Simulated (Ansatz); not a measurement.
The figure comes from a scan of HfN (rock salt): one Hf atom of a 2-atom cell moves by u along (1.00, 0.00, 0.00) and v along (0.00, 1.00, 0.00). Computed with PBE (plane waves to 420 eV, PAW, scalar-relativistic; Ansatz, a quantum-chemistry and plane-wave program). k mesh 14×14×14 (Γ-centred), Fermi-Dirac smearing 0.05 eV. With partly filled bands, energies and forces of such displacements shift with the k mesh and the smearing. Fu and Fv are the components of the force on the atom. HfN is run without spin polarisation. HfN was relaxed with its symmetry unable to fall. Spin-orbit coupling is left out, though Hf is heavy. 

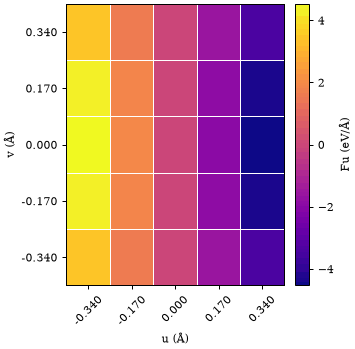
Figure: Fu (eV/Å), one tile a computed point.

### Question
Turn the plot into a table (rounded to what can be read).

### Answer
To the nearest 1:

Fu (eV/Å), with u across and v down:

| v \ u | -0.340 | -0.170 | 0.000 | 0.170 | 0.340 |
|---|---|---|---|---|---|
| -0.340 | 3 | 2 | 0 | -2 | -3 |
| -0.170 | 4 | 2 | 0 | -2 | -4 |
| 0.000 | 5 | 2 | 0 | -2 | -5 |
| 0.170 | 4 | 2 | 0 | -2 | -4 |
| 0.340 | 3 | 2 | 0 | -2 | -3 |

(For displaced atoms, the force is minus the slope of the energy, and its curvature is a force constant, which sets phonon frequencies.)
